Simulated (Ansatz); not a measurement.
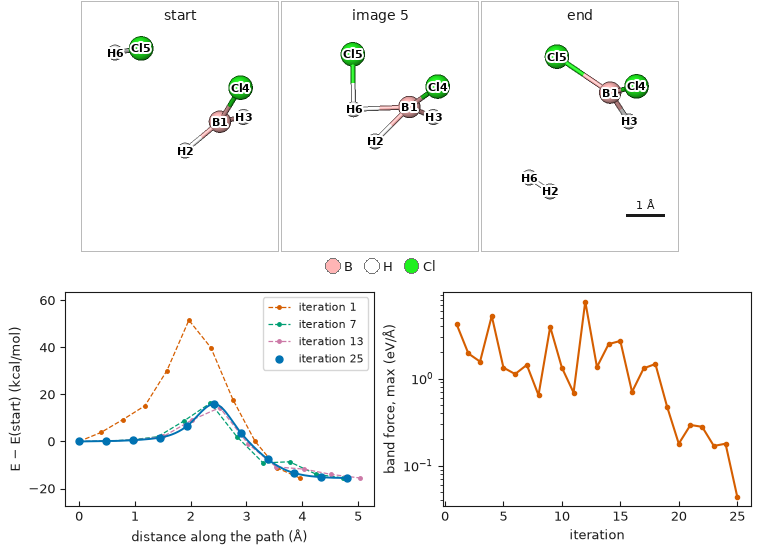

A nudged-elastic-band calculation for BH3Cl2, made up at the start of BH2Cl and HCl. Images are numbered from 0 (start) to 10 (end). The plot follows the band through its iterations. The picture is a ball-and-stick view, seen from a free direction.

Theory: Ansatz, RKS B3LYP-D4/cc-pVDZ. Settings: 9 movable images; climbing image; force threshold 0.05 eV/Å; iteration limit 60; starting path through a guess of the saddle point.

How did the profile develop, and is the result final?

The result is final at these settings. The band converged in 25 iterations. The largest component of the band force went from 4.2 to 0.044 eV/Å. The climbing image converged on the top of the path. Its vibrational analysis gives one imaginary mode (847i cm⁻¹), as a transition state must have. The first iteration put the highest image at 51.6 kcal/mol. The highest point, image 5, lies 15.9 kcal/mol above the start and 31.4 kcal/mol above the end; the end is at −15.5 kcal/mol relative to the start.

Limits of the set-up: the start holds two separate molecules, 3.0 Å apart at their closest, whose relative position is a soft coordinate.
